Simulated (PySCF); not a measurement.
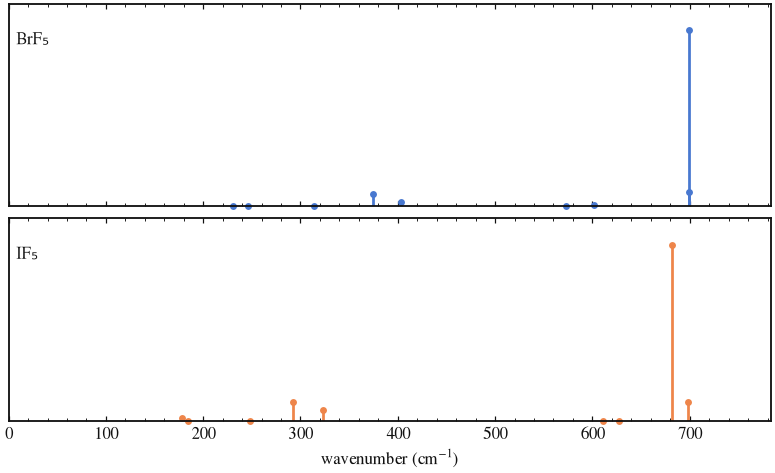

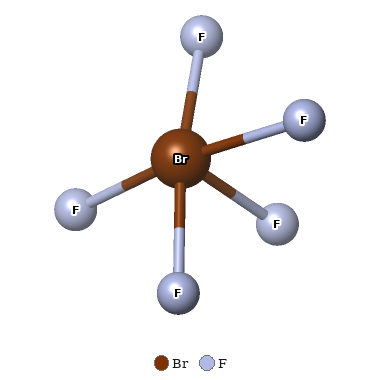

Harmonic infrared lines of BrF₅ and IF₅, all C4v singlets, each the lowest point that its search found (BrF₅ is drawn); the central atom changes down one group of the periodic table. PBE0/def2-SVP (core potentials past Kr), PySCF, unscaled, no spin-orbit coupling; each panel is scaled to its strongest line, degenerate modes are one line with their intensities summed, and dots on the axis are modes too weak to show or inactive.

Q: How do the bond length and the stretches change along the series?

A: Mean bond length: BrF₅ 1.768, IF₅ 1.911 Å, rising down the group. Highest e mode: BrF₅ 700, IF₅ 682 cm⁻¹, falling down the group.

Limits of at least one run: double-zeta basis on some or all atoms; no scalar relativity.
